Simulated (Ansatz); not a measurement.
## Geometry relaxation of AlAsH5F (part 2 of 2)

Continued. System: AlAsH5F. Method: UKS PBE0-D4/def2-SVP (Ansatz 0.2.0). The input holds or restrains some coordinates. It belongs to a series of runs on one base structure; here: pulled along the bonds that form and break, towards end B.

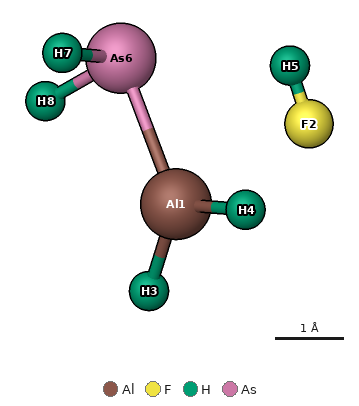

The geometry at step 10 of the log (ball-and-stick view, seen at a tilt; atoms are numbered from 1 in the order of the input).

Trajectory as extended XYZ, continued:
```
8
Properties=species:S:1:pos:R:3:forces:R:3 step=4 energy=-70210.60523
Al    0.4237    0.4862   -0.6628   -0.6579  -0.6468  -1.1458
F    -1.9077   -1.3098   -0.6080   -1.2166  -1.7548  -1.9849
H     1.4208   -0.5795   -1.3435    0.0615   0.2084   0.4835
H    -0.3332    1.3746   -1.8011    0.2274   0.1339   0.7204
H    -1.4610   -0.7535   -0.0823    1.0723   1.7668   2.3061
As    0.0394    0.4102    1.8099   -1.8905  -1.1536   0.0611
H     0.9714    1.2414    1.0538    1.9931   1.2928  -0.5065
H     0.8465   -0.8697    1.6341    0.4108   0.1533   0.0661
8
Properties=species:S:1:pos:R:3:forces:R:3 step=5 energy=-70210.97331
Al    0.4186    0.4570   -0.6993   -0.6946  -0.2352   0.3425
F    -1.9999   -1.4140   -0.6796   -0.7040  -1.4197  -1.7032
H     1.4131   -0.5301   -1.2597    0.9385  -0.7838  -0.2913
H    -0.2845    1.3899   -1.6836   -0.4139   0.8115  -0.3689
H    -1.6343   -0.8381   -0.1066    0.7235   1.5366   1.9341
As    0.0422    0.4445    1.7040   -0.6673  -0.4410  -0.0829
H     1.1422    1.3136    1.0908    0.6522   0.2952   0.0630
H     0.9024   -0.8229    1.6342    0.1656   0.2364   0.1068
8
Properties=species:S:1:pos:R:3:forces:R:3 step=6 energy=-70211.21434
Al    0.4420    0.4246   -0.7351   -0.5411  -0.4078  -0.0225
F    -2.0492   -1.3692   -0.7573   -0.0195  -0.3971  -0.9827
H     1.4970   -0.5655   -1.2763    0.4946  -0.3510  -0.1690
H    -0.2693    1.4312   -1.6782   -0.1837   0.4886  -0.1713
H    -1.7907   -0.9189   -0.0116    0.1828   0.5588   1.1114
As    0.0289    0.4065    1.6516   -0.2276  -0.2987   0.0143
H     1.1254    1.3598    1.1424    0.2996   0.2222   0.1354
H     1.0158   -0.7686    1.6647   -0.0050   0.1849   0.0843
8
Properties=species:S:1:pos:R:3:forces:R:3 step=7 energy=-70211.31881
Al    0.4613    0.3848   -0.7952   -0.5373  -0.0321  -0.4580
F    -2.0745   -1.3322   -0.7968    0.5305   0.5583   1.1809
H     1.5762   -0.5981   -1.3122    0.1212  -0.0754  -0.1451
H    -0.2604    1.5076   -1.6897    0.1948  -0.1364   0.1469
H    -1.9175   -1.0291    0.0901   -0.2956  -0.3775  -1.1276
As    0.0162    0.3917    1.5727    0.3022  -0.0115   0.1510
H     1.1474    1.4135    1.2339   -0.1986  -0.0995   0.2037
H     1.0512   -0.7384    1.6973   -0.1173   0.1740   0.0482
8
Properties=species:S:1:pos:R:3:forces:R:3 step=8 energy=-70211.40312
Al    0.4946    0.3815   -0.8608   -0.2444  -0.2401  -0.4479
F    -2.0435   -1.3419   -0.7322    0.2927   0.0607  -0.2931
H     1.5798   -0.6031   -1.4663    0.0162  -0.0301  -0.0228
H    -0.2074    1.5022   -1.7429    0.0448   0.0358   0.0346
H    -1.9947   -1.0416    0.1370   -0.0830   0.1129   0.3202
As    0.0042    0.3771    1.4970    0.4086   0.0353   0.2936
H     1.1214    1.4501    1.4286   -0.2898  -0.0914   0.1394
H     1.0455   -0.7245    1.7398   -0.1451   0.1169  -0.0241
8
Properties=species:S:1:pos:R:3:forces:R:3 step=9 energy=-70211.45097
Al    0.5201    0.3634   -0.9061   -0.1613  -0.1221  -0.3027
F    -2.0221   -1.3423   -0.6700    0.3297  -0.0874  -0.6579
H     1.5946   -0.6432   -1.4958   -0.0275  -0.0488  -0.0494
H    -0.1373    1.5115   -1.7773   -0.0115   0.0481  -0.0615
H    -2.0922   -1.0189    0.1831   -0.0996   0.2626   0.6633
As    0.0092    0.3323    1.4492    0.3511   0.0055   0.2697
H     1.0057    1.5014    1.5835   -0.2517  -0.1362   0.0439
H     1.1220   -0.7043    1.6337   -0.1293   0.0783   0.0947
8
Properties=species:S:1:pos:R:3:forces:R:3 step=10 energy=-70211.47352
Al    0.5842    0.3988   -0.9352   -0.3233  -0.4249  -0.3324
F    -1.9445   -1.3172   -0.6291    0.3473  -0.1703  -0.7866
H     1.5044   -0.7259   -1.5838    0.0384   0.0765  -0.0056
H    -0.0877    1.5345   -1.8138    0.0593   0.1192   0.0067
H    -2.1565   -1.0034    0.2020   -0.1462   0.3041   0.7399
As    0.0294    0.2602    1.4063    0.3742   0.3149   0.2932
H     0.8661    1.5318    1.6803   -0.2644  -0.2870   0.0487
H     1.2044   -0.6792    1.6735   -0.0853   0.0674   0.0361
8
Properties=species:S:1:pos:R:3:forces:R:3 step=11 energy=-70211.46717 accepted=F
Al    0.5637    0.3399   -1.0163    0.1081  -0.0195  -0.2590
F    -2.0081   -1.3043   -0.6246    0.3140  -0.0532  -0.6188
H     1.5271   -0.7332   -1.6943   -0.1250  -0.0173   0.0332
H    -0.0483    1.5456   -1.8548   -0.0427  -0.0382   0.0417
H    -2.1617   -1.0041    0.2287   -0.0373   0.2238   0.5916
As    0.0805    0.2490    1.3448    0.4282   0.3362   0.8004
H     0.7915    1.5502    1.8428   -0.4036  -0.5481  -0.4061
H     1.2551   -0.6433    1.7738   -0.2418   0.1163  -0.1830
8
Properties=species:S:1:pos:R:3:forces:R:3 step=12 energy=-70211.50197
Al    0.5763    0.3619   -0.9473   -0.2458  -0.2289  -0.3313
F    -1.9887   -1.3024   -0.6522    0.3276  -0.1305  -0.7890
H     1.4815   -0.7532   -1.6246    0.0193   0.0074  -0.0041
H    -0.0545    1.5487   -1.7967    0.0374   0.0371   0.0395
H    -2.1404   -0.9988    0.1962   -0.0948   0.2825   0.7656
As    0.0602    0.2347    1.4040    0.1503   0.1281   0.2860
H     0.7939    1.5454    1.7057   -0.1382  -0.1290   0.0197
H     1.2717   -0.6365    1.7150   -0.0559   0.0335   0.0137
8
Properties=species:S:1:pos:R:3:forces:R:3 step=13 energy=-70211.51578
Al    0.5808    0.3335   -0.9643   -0.1883  -0.1455  -0.2698
F    -2.0211   -1.2702   -0.6703    0.3039  -0.1015  -0.8750
H     1.4397   -0.8036   -1.6663   -0.0114   0.0100  -0.0011
H    -0.0053    1.5766   -1.7644    0.0222  -0.0061   0.0107
H    -2.1269   -1.0142    0.1996   -0.0497   0.2597   0.8569
As    0.0927    0.2025    1.3927   -0.0274   0.0089   0.2681
H     0.6969    1.5605    1.7245   -0.0440  -0.0391   0.0021
H     1.3431   -0.5853    1.7487   -0.0053   0.0136   0.0081
8
Properties=species:S:1:pos:R:3:forces:R:3 step=14 energy=-70211.51463 accepted=F
Al    0.5847    0.3013   -0.9681   -0.1832  -0.0334  -0.3038
F    -2.1076   -1.1689   -0.7308    0.3021   0.2005   0.9837
H     1.3866   -0.8622   -1.6972   -0.0319   0.0136   0.0293
H     0.0469    1.5896   -1.7353    0.0286  -0.0582   0.0139
H    -2.0699   -1.0982    0.2121   -0.0032  -0.0253  -0.9658
As    0.1278    0.1693    1.3945    0.0367   0.0141   0.3396
H     0.5981    1.5822    1.7391   -0.0682  -0.1668  -0.0650
H     1.4333   -0.5134    1.7859   -0.0810   0.0555  -0.0319
8
Properties=species:S:1:pos:R:3:forces:R:3 step=15 energy=-70211.52424
Al    0.5815    0.3175   -0.9662   -0.1735  -0.0984  -0.2842
F    -2.0636   -1.2238   -0.7006    0.2477   0.0595  -0.4455
H     1.4099   -0.8324   -1.6842   -0.0174   0.0032   0.0115
H     0.0206    1.5829   -1.7500    0.0172  -0.0210   0.0123
H    -2.0965   -1.0511    0.2027    0.0257   0.1072   0.4462
As    0.1129    0.1857    1.3940   -0.0527  -0.0362   0.2846
H     0.6465    1.5701    1.7314   -0.0329  -0.0369  -0.0142
H     1.3886   -0.5493    1.7730   -0.0141   0.0227  -0.0107
8
Properties=species:S:1:pos:R:3:forces:R:3 step=16 energy=-70211.52226
Al    0.5853    0.3099   -0.9643   -0.1704  -0.1219  -0.2724
F    -2.0816   -1.1904   -0.7029    0.2364   0.0028  -0.9477
H     1.3807   -0.8596   -1.6877   -0.0083   0.0078   0.0082
H     0.0560    1.5903   -1.7420    0.0018  -0.0040   0.0052
H    -2.0925   -1.0574    0.1996    0.0349   0.1548   0.9446
As    0.1300    0.1495    1.3965   -0.0959  -0.0454   0.2589
H     0.5728    1.5629    1.7337   -0.0041  -0.0034   0.0021
H     1.4492   -0.5055    1.7672    0.0056   0.0094   0.0011
```

This output came from the following input.

Input:
```yaml
crystal:
  periodic: [false, false, false]
  atoms:
    - { symbol: Al, position_ang: [0.1006, 0.1777, -0.9516] }
    - { symbol: F, position_ang: [-1.5727, -1.0766, -0.6716] }
    - { symbol: H, position_ang: [1.3919, -0.5652, -1.3586] }
    - { symbol: H, position_ang: [-0.3404, 1.3634, -1.8371] }
    - { symbol: H, position_ang: [-1.1029, -0.466, 0.2666] }
    - { symbol: As, position_ang: [-0.1577, 0.2728, 1.8393] }
    - { symbol: H, position_ang: [0.8605, 1.1657, 1.0853] }
    - { symbol: H, position_ang: [0.8206, -0.872, 1.6278] }
magnetization:
  spin_polarized: true
basis:
  gaussian: { orbitals: def2-SVP }
hamiltonian:
  xc: pbe0
  dispersion: d4
relax:
  f_tol: 0.15
  max_steps: 25
  restrain:
    - { distance: [0, 5], at: 2.4, k: 30.0 }
    - { distance: [4, 1], at: 0.88, k: 30.0 }
    - { distance: [0, 1], at: 3.08, k: 30.0 }
    - { distance: [4, 5], at: 2.8, k: 30.0 }
```

Run as:
```bash
ansatz run input.yaml --threads 2 --pin off --max-ram 3072MiB --backend cpu --events-out ev --progress --plain --runs-dir out
```

Key numbers:

```json
{"quantity": "outcome", "value": "converged under the restraints of the input"}
{"quantity": "total energy", "value": "−70211.5223 eV"}
{"quantity": "mean-field energy", "value": "−70211.4110 eV"}
{"quantity": "largest force (length of the vector) at the end, held atoms and coordinates included", "value": "0.977 eV/Å"}
{"quantity": "hardware", "value": "2 threads of Arm Neoverse V1, 24 GiB of memory available, shared host"}
{"quantity": "wall time", "value": "54 s (CPU time 1.7 min)"}
{"quantity": "peak memory", "value": "0.26 GiB"}
```
